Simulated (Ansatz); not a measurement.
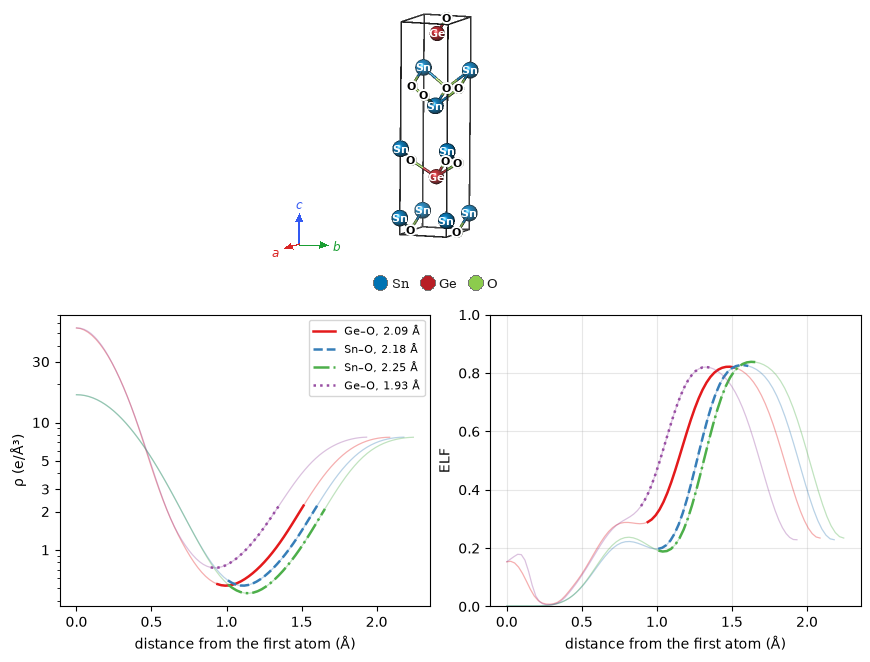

Sn$_{2}$GeO$_{3}$. Valence pseudo-density and ELF along straight lines between neighbouring atoms. Thin, pale parts lie inside the atomic spheres. The structure is drawn too.

Space group Pm; a structure generated by program, which may or may not match a known phase; not relaxed (largest force 0.6 eV/Å); computed pressure about −6 GPa in this cell.

Computed with Ansatz, DFT LDA, scalar-relativistic, plane waves, PAW.

In a PAW calculation such maps are meaningful between the atoms, not at the nuclei.

What can be read from the curves?

Ge–O (2.09 Å): ρ at the midpoint is about 0.53 e/Å³; the ELF peaks at about 0.80 in the valence shell of O, 0.6 Å from its nucleus, and is about 0.35 at the midpoint.
Sn–O (2.18 Å): ρ is about 0.53 e/Å³ halfway; the ELF peaks at about 0.85 in the valence shell of O, 0.6 Å from its nucleus, and is about 0.25 at the midpoint; no shared electron pair shows on this line.
Sn–O (2.25 Å): ρ at the midpoint is about 0.46 e/Å³; the ELF peaks at about 0.85 in the valence shell of O, 0.6 Å from its nucleus, and is about 0.20 at the midpoint (no localised pair shows between them).
Ge–O (1.93 Å): ρ is about 0.74 e/Å³ halfway; the ELF peaks at about 0.80 in the valence shell of O, 0.6 Å from its nucleus, and is about 0.40 at the midpoint.
